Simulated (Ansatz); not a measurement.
# Run report: WH7ClO, molecular dynamics (part 5 of 5)

Continued. System: WH7ClO. Method: RHF/def2-SVP (Ansatz 0.2.0). It belongs to a series of runs on one base structure; here: dynamics from the highest image of the converged band.

Geometry of the input (Å):
```
W  0.1105  0.5454  0.0662
H  0.1838  -0.4002  1.6643
H  1.3573  -0.5630  0.0073
Cl -0.5496  2.3866  -1.2294
H  -1.4297  0.1426  0.5768
H  -0.3802  -1.0162  -0.1981
H  0.5232  -0.1124  -1.3902
O  1.3903  1.3864  1.4584
H  2.3363  1.3490  1.4190
H  0.8645  0.3280  1.8441
```

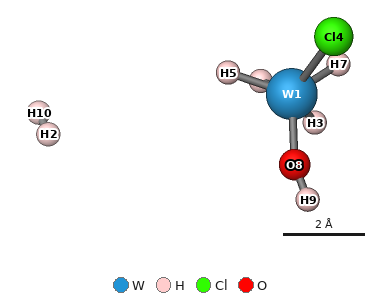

Fig. 1: The geometry at step 176 of the log (ball-and-stick view, seen at a tilt; atoms are numbered from 1 in the order of the input).

### Trajectory as extended XYZ, continued
```
10
Properties=species:S:1:pos:R:3:forces:R:3 step=149 time_fs=74.5 energy=-16450.41644 temperature=1314.8
W     0.1459    0.6055    0.0811   -1.8716  -0.4161  -1.8324
H    -1.2633   -4.8493    3.9002   -0.2384  -0.4094   0.1544
H     1.3240   -0.5114   -0.1721    0.2252   0.0714  -0.0789
Cl   -0.6047    2.3528   -1.3186   -0.1073  -0.2364   0.2191
H    -1.0505    0.2500    1.1825   -0.3521  -0.1472   0.0510
H    -0.0808   -1.0366    0.3743   -0.2057   0.0780   0.0415
H     0.0714   -0.1605   -1.4259    0.2693  -0.1705   0.2297
O     1.3450    1.4033    1.1483    2.0265   0.7868   1.2398
H     2.2811    1.4663    1.2706    0.0158   0.0339   0.1304
H    -1.6261   -5.4740    4.1369    0.2383   0.4095  -0.1546
10
Properties=species:S:1:pos:R:3:forces:R:3 step=151 time_fs=75.5 energy=-16450.40548 temperature=1304.1
W     0.1467    0.6075    0.0819   -2.0209  -0.7126  -1.8472
H    -1.2882   -4.9332    3.9566    0.0219   0.0377  -0.0131
H     1.3157   -0.5239   -0.1568    0.2067   0.1222  -0.1253
Cl   -0.6088    2.3518   -1.3231   -0.0850  -0.2308   0.2398
H    -1.0615    0.2467    1.1828   -0.2481  -0.0813  -0.0587
H    -0.0847   -1.0371    0.3674   -0.2135   0.1014   0.0435
H     0.1047   -0.1436   -1.4243    0.1890  -0.2441   0.1191
O     1.3470    1.3914    1.1428    2.4743   1.1162   1.5996
H     2.2821    1.4893    1.2885   -0.3024  -0.0712   0.0294
H    -1.6567   -5.5495    4.1579   -0.0220  -0.0377   0.0129
10
Properties=species:S:1:pos:R:3:forces:R:3 step=154 time_fs=77.0 energy=-16450.36987 temperature=1270.0
W     0.1478    0.6104    0.0829   -2.1451  -1.1144  -1.7937
H    -1.3243   -5.0573    4.0408    0.3243   0.5199  -0.1284
H     1.3069   -0.5402   -0.1363    0.1447   0.2092  -0.1755
Cl   -0.6150    2.3501   -1.3299   -0.0508  -0.2348   0.2680
H    -1.0820    0.2405    1.1818   -0.0628   0.0266  -0.2320
H    -0.0945   -1.0361    0.3579   -0.2172   0.1192   0.0365
H     0.1578   -0.1227   -1.4201    0.0633  -0.3269  -0.0403
O     1.3528    1.3748    1.1364    2.6956   1.5351   2.0169
H     2.2778    1.5222    1.3156   -0.4276  -0.2140  -0.0798
H    -1.7039   -5.6647    4.1900   -0.3244  -0.5199   0.1283
10
Properties=species:S:1:pos:R:3:forces:R:3 step=157 time_fs=78.5 energy=-16450.34466 temperature=1245.4
W     0.1487    0.6132    0.0836   -2.0939  -1.4132  -1.7316
H    -1.3544   -5.1718    4.1226    0.0579   0.0897  -0.0153
H     1.3013   -0.5520   -0.1196    0.0701   0.2828  -0.2033
Cl   -0.6212    2.3483   -1.3364   -0.0165  -0.2523   0.2938
H    -1.1039    0.2349    1.1760    0.0968   0.1227  -0.3606
H    -0.1089   -1.0326    0.3491   -0.2129   0.1151   0.0212
H     0.2123   -0.1087   -1.4166   -0.0651  -0.3509  -0.1321
O     1.3622    1.3603    1.1328    2.2153   1.7372   2.1718
H     2.2653    1.5508    1.3413    0.0063  -0.2413  -0.0591
H    -1.7569   -5.7894    4.2244   -0.0580  -0.0897   0.0152
10
Properties=species:S:1:pos:R:3:forces:R:3 step=159 time_fs=79.5 energy=-16450.32506 temperature=1226.6
W     0.1491    0.6149    0.0840   -1.9508  -1.5345  -1.7168
H    -1.3733   -5.2463    4.1767   -0.2501  -0.3731   0.0417
H     1.2984   -0.5566   -0.1108    0.0288   0.3096  -0.2117
Cl   -0.6254    2.3470   -1.3407    0.0058  -0.2691   0.3094
H    -1.1175    0.2325    1.1679    0.1648   0.1713  -0.4019
H    -0.1211   -1.0288    0.3436   -0.2062   0.1012   0.0090
H     0.2480   -0.1036   -1.4157   -0.1511  -0.3278  -0.1360
O     1.3702    1.3519    1.1320    1.6976   1.7475   2.1404
H     2.2564    1.5669    1.3576    0.4111  -0.1982   0.0077
H    -1.7935   -5.8743    4.2477    0.2500   0.3730  -0.0417
10
Properties=species:S:1:pos:R:3:forces:R:3 step=162 time_fs=81.0 energy=-16450.30700 temperature=1209.4
W     0.1495    0.6174    0.0845   -1.5864  -1.5807  -1.7440
H    -1.4066   -5.3653    4.2586   -0.4071  -0.5859   0.0214
H     1.2946   -0.5579   -0.1014   -0.0033   0.3006  -0.2136
Cl   -0.6316    2.3450   -1.3470    0.0377  -0.2979   0.3294
H    -1.1350    0.2320    1.1487    0.1911   0.2142  -0.3865
H    -0.1430   -1.0214    0.3354   -0.1902   0.0681  -0.0094
H     0.2986   -0.1016   -1.4167   -0.2783  -0.2430  -0.0620
O     1.3840    1.3413    1.1332    1.1659   1.7116   2.0396
H     2.2509    1.5877    1.3824    0.6636  -0.1729   0.0465
H    -1.8434   -5.9946    4.2820    0.4070   0.5859  -0.0214
10
Properties=species:S:1:pos:R:3:forces:R:3 step=165 time_fs=82.5 energy=-16450.31793 temperature=1219.6
W     0.1498    0.6197    0.0847   -1.0814  -1.4526  -1.7964
H    -1.4478   -5.4957    4.3410   -0.0540  -0.0746  -0.0034
H     1.2908   -0.5529   -0.0966    0.0080   0.2264  -0.2072
Cl   -0.6378    2.3427   -1.3530    0.0681  -0.3285   0.3455
H    -1.1485    0.2361    1.1212    0.1251   0.2188  -0.2841
H    -0.1690   -1.0126    0.3269   -0.1661   0.0285  -0.0268
H     0.3433   -0.1048   -1.4190   -0.3960  -0.1251   0.0648
O     1.3995    1.3330    1.1372    1.1372   1.7353   1.9915
H     2.2587    1.6045    1.4079    0.3053  -0.3027  -0.0872
H    -1.8854   -6.1034    4.3158    0.0539   0.0745   0.0033
10
Properties=species:S:1:pos:R:3:forces:R:3 step=168 time_fs=84.0 energy=-16450.32258 temperature=1224.3
W     0.1499    0.6218    0.0847   -0.4938  -1.1571  -1.8062
H    -1.4900   -5.6276    4.4234    0.3595   0.4806   0.0608
H     1.2872   -0.5431   -0.0963    0.0544   0.0982  -0.1938
Cl   -0.6440    2.3403   -1.3588    0.0988  -0.3623   0.3600
H    -1.1594    0.2449    1.0878   -0.0121   0.1895  -0.1197
H    -0.1986   -1.0031    0.3180   -0.1319  -0.0056  -0.0452
H     0.3794   -0.1106   -1.4198   -0.4917  -0.0097   0.1840
O     1.4165    1.3271    1.1438    1.0934   1.7024   1.8741
H     2.2730    1.6147    1.4314   -0.1170  -0.4552  -0.2533
H    -1.9265   -6.2108    4.3495   -0.3596  -0.4807  -0.0608
10
Properties=species:S:1:pos:R:3:forces:R:3 step=170 time_fs=85.0 energy=-16450.33138 temperature=1232.7
W     0.1500    0.6231    0.0846   -0.0919  -0.8883  -1.7557
H    -1.5145   -5.7106    4.4790    0.2899   0.3776   0.0704
H     1.2854   -0.5352   -0.0984    0.0926  -0.0029  -0.1799
Cl   -0.6481    2.3385   -1.3626    0.1208  -0.3878   0.3705
H    -1.1667    0.2530    1.0638   -0.1200   0.1573   0.0029
H    -0.2199   -0.9969    0.3114   -0.1026  -0.0196  -0.0590
H     0.3977   -0.1148   -1.4184   -0.5368   0.0514   0.2343
O     1.4287    1.3245    1.1497    0.7864   1.5607   1.6679
H     2.2818    1.6163    1.4444   -0.1484  -0.4708  -0.2810
H    -1.9575   -6.2872    4.3714   -0.2900  -0.3776  -0.0704
10
Properties=species:S:1:pos:R:3:forces:R:3 step=173 time_fs=86.5 energy=-16450.34406 temperature=1244.8
W     0.1500    0.6251    0.0843    0.4648  -0.4362  -1.5607
H    -1.5472   -5.8299    4.5633   -0.2048  -0.2566  -0.0711
H     1.2844   -0.5237   -0.1048    0.1337  -0.1460  -0.1492
Cl   -0.6542    2.3357   -1.3681    0.1573  -0.4305   0.3893
H    -1.1800    0.2679    1.0283   -0.2543   0.1045   0.1658
H    -0.2537   -0.9878    0.3006   -0.0501  -0.0228  -0.0814
H     0.4155   -0.1201   -1.4120   -0.5698   0.1055   0.2416
O     1.4477    1.3222    1.1603   -0.0917   1.1748   1.1690
H     2.2930    1.6105    1.4589    0.2100  -0.3493  -0.1743
H    -2.0080   -6.4071    4.4032    0.2048   0.2565   0.0711
10
Properties=species:S:1:pos:R:3:forces:R:3 step=176 time_fs=88.0 energy=-16450.34590 temperature=1246.9
W     0.1502    0.6269    0.0838    0.8986  -0.0038  -1.2119
H    -1.5839   -5.9540    4.6461   -0.4516  -0.5451  -0.2009
H     1.2863   -0.5153   -0.1143    0.1251  -0.2410  -0.1047
Cl   -0.6601    2.3326   -1.3733    0.1983  -0.4761   0.4123
H    -1.1986    0.2851    0.9962   -0.2920   0.0641   0.2613
H    -0.2885   -0.9792    0.2879    0.0090  -0.0059  -0.1031
H     0.4211   -0.1232   -1.4005   -0.5587   0.1074   0.1558
O     1.4666    1.3215    1.1725   -0.9778   0.7783   0.6439
H     2.3089    1.5972    1.4698    0.5975  -0.2229  -0.0535
H    -2.0545   -6.5222    4.4366    0.4515   0.5450   0.2009
10
Properties=species:S:1:pos:R:3:forces:R:3 step=178 time_fs=89.0 energy=-16450.35664 temperature=1257.1
W     0.1503    0.6282    0.0833    1.0969   0.2431  -0.9069
H    -1.6134   -6.0429    4.6991   -0.2963  -0.3488  -0.1508
H     1.2890   -0.5124   -0.1220    0.0836  -0.2641  -0.0676
Cl   -0.6640    2.3304   -1.3766    0.2278  -0.5060   0.4298
H    -1.2144    0.2974    0.9778   -0.2427   0.0496   0.2767
H    -0.3117   -0.9736    0.2783    0.0488   0.0129  -0.1148
H     0.4182   -0.1239   -1.3909   -0.5288   0.0806   0.0515
O     1.4785    1.3216    1.1812   -1.2432   0.6258   0.4115
H     2.3260    1.5855    1.4762    0.5577  -0.2420  -0.0802
H    -2.0805   -6.5928    4.4611    0.2963   0.3488   0.1509
10
Properties=species:S:1:pos:R:3:forces:R:3 step=181 time_fs=90.5 energy=-16450.36564 temperature=1265.7
W     0.1506    0.6301    0.0826    1.2615   0.5427  -0.3948
H    -1.6618   -6.1812    4.7766    0.2129   0.2405   0.1301
H     1.2944   -0.5128   -0.1346   -0.0228  -0.2384  -0.0046
Cl   -0.6698    2.3267   -1.3814    0.2741  -0.5480   0.4594
H    -1.2422    0.3167    0.9550   -0.0681   0.0434   0.2396
H    -0.3454   -0.9648    0.2618    0.1040   0.0444  -0.1246
H     0.4044   -0.1238   -1.3759   -0.4586   0.0109  -0.1444
O     1.4951    1.3226    1.1946   -1.1442   0.5399   0.2386
H     2.3605    1.5632    1.4839    0.0541  -0.3949  -0.2692
H    -2.1154   -6.6938    4.4998   -0.2129  -0.2405  -0.1301
10
Properties=species:S:1:pos:R:3:forces:R:3 step=184 time_fs=92.0 energy=-16450.35938 temperature=1259.9
W     0.1511    0.6320    0.0818    1.3084   0.7762   0.0819
H    -1.7062   -6.3151    4.8565    0.3412   0.3686   0.2444
H     1.2993   -0.5183   -0.1473   -0.1493  -0.1637   0.0600
Cl   -0.6754    2.3228   -1.3860    0.3214  -0.5847   0.4929
H    -1.2714    0.3370    0.9374    0.1696   0.0427   0.1680
H    -0.3770   -0.9551    0.2426    0.1484   0.0693  -0.1213
H     0.3807   -0.1234   -1.3640   -0.3726  -0.0646  -0.3220
O     1.5100    1.3243    1.2084   -1.0119   0.4245   0.0634
H     2.3963    1.5325    1.4859   -0.4139  -0.4997  -0.4230
H    -2.1541   -6.7991    4.5361   -0.3412  -0.3687  -0.2444
10
Properties=species:S:1:pos:R:3:forces:R:3 step=186 time_fs=93.0 energy=-16450.35904 temperature=1259.4
W     0.1515    0.6334    0.0813    1.3024   0.9067   0.3183
H    -1.7319   -6.4001    4.9126    0.0524   0.0548   0.0414
H     1.3009   -0.5240   -0.1551   -0.2235  -0.1054   0.0994
Cl   -0.6790    2.3200   -1.3888    0.3518  -0.6042   0.5168
H    -1.2891    0.3510    0.9278    0.3227   0.0376   0.1240
H    -0.3963   -0.9478    0.2284    0.1694   0.0769  -0.1100
H     0.3604   -0.1238   -1.3597   -0.3140  -0.0975  -0.3881
O     1.5193    1.3257    1.2176   -1.1573   0.2720  -0.1361
H     2.4159    1.5062    1.4824   -0.4515  -0.4860  -0.4243
H    -2.1839   -6.8736    4.5575   -0.0524  -0.0548  -0.0414
10
Properties=species:S:1:pos:R:3:forces:R:3 step=189 time_fs=94.5 energy=-16450.35145 temperature=1252.2
W     0.1522    0.6355    0.0806    1.2677   1.0758   0.4832
H    -1.7706   -6.5276    4.9965   -0.3898  -0.3898  -0.3461
H     1.2992   -0.5343   -0.1650   -0.2935  -0.0321   0.1472
Cl   -0.6842    2.3154   -1.3928    0.3928  -0.6217   0.5526
H    -1.3095    0.3727    0.9155    0.4922   0.0157   0.0890
H    -0.4222   -0.9356    0.2051    0.1852   0.0681  -0.0776
H     0.3244   -0.1262   -1.3602   -0.2286  -0.0966  -0.3662
O     1.5317    1.3282    1.2313   -1.6922  -0.0156  -0.5217
H     2.4379    1.4582    1.4698   -0.1235  -0.3936  -0.3066
H    -2.2284   -6.9853    4.5897    0.3898   0.3898   0.3461
10
Properties=species:S:1:pos:R:3:forces:R:3 step=192 time_fs=96.0 energy=-16450.35524 temperature=1255.8
W     0.1531    0.6378    0.0799    1.2152   1.2281   0.4107
H    -1.8169   -6.6627    5.0736   -0.3388  -0.3224  -0.3357
H     1.2912   -0.5453   -0.1717   -0.2974   0.0028   0.1775
Cl   -0.6892    2.3105   -1.3965    0.4254  -0.6203   0.5838
H    -1.3196    0.3946    0.9052    0.5509  -0.0251   0.1059
H    -0.4442   -0.9219    0.1802    0.1806   0.0328  -0.0267
H     0.2835   -0.1305   -1.3683   -0.1410  -0.0344  -0.2046
O     1.5418    1.3306    1.2443   -2.0991  -0.2565  -0.8454
H     2.4573    1.4017    1.4505    0.1653  -0.3273  -0.2011
H    -2.2654   -7.0894    4.6288    0.3388   0.3224   0.3357
10
Properties=species:S:1:pos:R:3:forces:R:3 step=195 time_fs=97.5 energy=-16450.36545 temperature=1265.5
W     0.1541    0.6401    0.0793    1.1448   1.3862   0.1728
H    -1.8697   -6.8040    5.1444    0.1281   0.1150   0.1416
H     1.2770   -0.5564   -0.1746   -0.2342  -0.0082   0.1885
Cl   -0.6939    2.3052   -1.3998    0.4478  -0.5991   0.6062
H    -1.3179    0.4160    0.8973    0.4846  -0.0804   0.1756
H    -0.4623   -0.9075    0.1547    0.1578  -0.0224   0.0386
H     0.2396   -0.1356   -1.3807   -0.0410   0.0579   0.0282
O     1.5492    1.3327    1.2561   -1.8485  -0.4490  -1.0057
H     2.4791    1.3381    1.4268   -0.1114  -0.2850  -0.2042
H    -2.2959   -7.1873    4.6743   -0.1280  -0.1150  -0.1415
10
Properties=species:S:1:pos:R:3:forces:R:3 step=197 time_fs=98.5 energy=-16450.36189 temperature=1262.2
W     0.1549    0.6418    0.0789    1.0858   1.5015  -0.0185
H    -1.9041   -6.8976    5.1925    0.3432   0.2955   0.4067
H     1.2646   -0.5638   -0.1743   -0.1624  -0.0357   0.1851
Cl   -0.6969    2.3015   -1.4018    0.4573  -0.5758   0.6151
H    -1.3109    0.4294    0.8940    0.3789  -0.1208   0.2450
H    -0.4724   -0.8981    0.1381    0.1354  -0.0618   0.0863
H     0.2097   -0.1384   -1.3890    0.0345   0.1130   0.1770
O     1.5527    1.3337    1.2632   -1.4210  -0.6062  -1.0737
H     2.4928    1.2923    1.4085   -0.5084  -0.2141  -0.2164
H    -2.3169   -7.2532    4.7036   -0.3432  -0.2955  -0.4066
10
Properties=species:S:1:pos:R:3:forces:R:3 step=200 time_fs=100.0 energy=-16450.35670 temperature=1257.0
W     0.1561    0.6445    0.0783    0.9689   1.6781  -0.2657
H    -1.9500   -7.0331    5.2714    0.1200   0.0960   0.1577
H     1.2434   -0.5758   -0.1706   -0.0311  -0.0870   0.1664
Cl   -0.7012    2.2956   -1.4044    0.4647  -0.5323   0.6196
H    -1.2941    0.4472    0.8937    0.1640  -0.1768   0.3624
H    -0.4853   -0.8853    0.1149    0.0983  -0.1083   0.1571
H     0.1658   -0.1404   -1.3978    0.1561   0.1567   0.3340
O     1.5564    1.3346    1.2727   -0.9145  -0.8891  -1.2181
H     2.5033    1.2200    1.3773   -0.9064  -0.0413  -0.1556
H    -2.3542   -7.3570    4.7409   -0.1200  -0.0960  -0.1577
```
